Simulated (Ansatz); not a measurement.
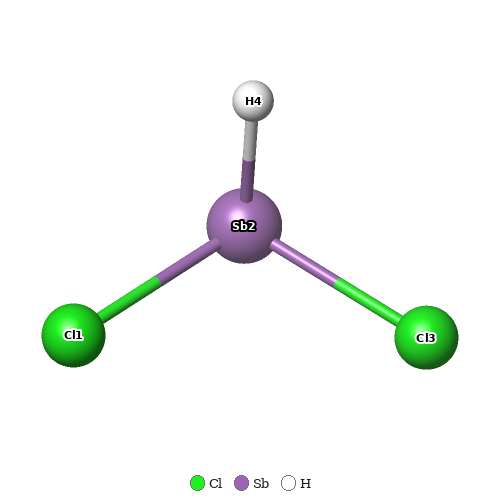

The system is Cl₂HSb, SMILES [Cl][SbH][Cl]; the picture shows the grid point nearest to the relaxed geometry. Two internal coordinates are moved rigidly from the geometry relaxed at PBE0-D4/def2-TZVP, all others fixed. The first coordinate is: bond Cl1–Sb2; the second: angle Cl3–Sb2–Cl1. The grid has 7 × 7 points. Points are written as (first, second). Energies: kcal/mol, counted from the lowest grid point. Level of theory: RHF-CCSD(T), frozen core/def2-TZVPP in Ansatz.

Its coordinates:

```xyz
4

Cl   -1.9826   -0.0109    0.0751
Sb    0.1887   -0.2555   -0.8007
Cl    1.2510   -1.1507    1.0867
H     0.6289    1.3535   -0.3940
```

Range: bond Cl1–Sb2 from 2.062 to 3.281 Å; angle Cl3–Sb2–Cl1 from 75.1 to 123.1°.

**Predict the map.**

The lowest grid point is at (2.354 Å, 99.1°). It is the only kind of minimum in the scanned range. The highest grid point, (3.281 Å, 75.1°), lies 50.4 kcal/mol above the lowest. Round the minimum the two coordinates are nearly uncoupled.

```
angle Cl3–Sb2–Cl1 ↓, bond Cl1–Sb2 →  2.062  2.181  2.354  2.557  2.782  3.024  3.281
                              123.1   28.8   13.9    7.5   11.8   22.5   35.6   48.6
                              115.1   24.0    9.5    3.6    8.5   19.8   33.4   46.8
                              107.1   20.9    6.5    1.0    6.3   18.0   32.0   45.7
                               99.1   19.7    5.4    0.0    5.5   17.3   31.5   45.4
                               91.1   21.3    6.7    1.1    6.3   18.0   32.1   45.9
                               83.1   26.8   11.6    5.1    9.5   20.6   34.1   47.4
                               75.1   38.7   22.1   13.8   16.5   25.9   38.1   50.4
```

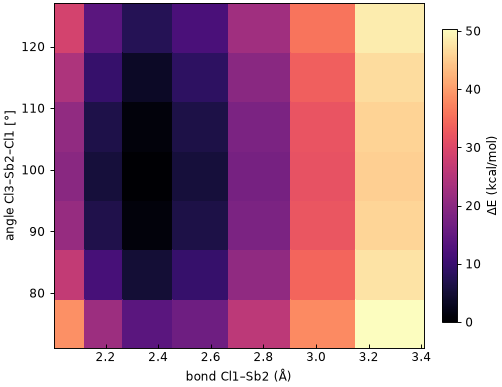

The picture shows one coloured cell a grid point.
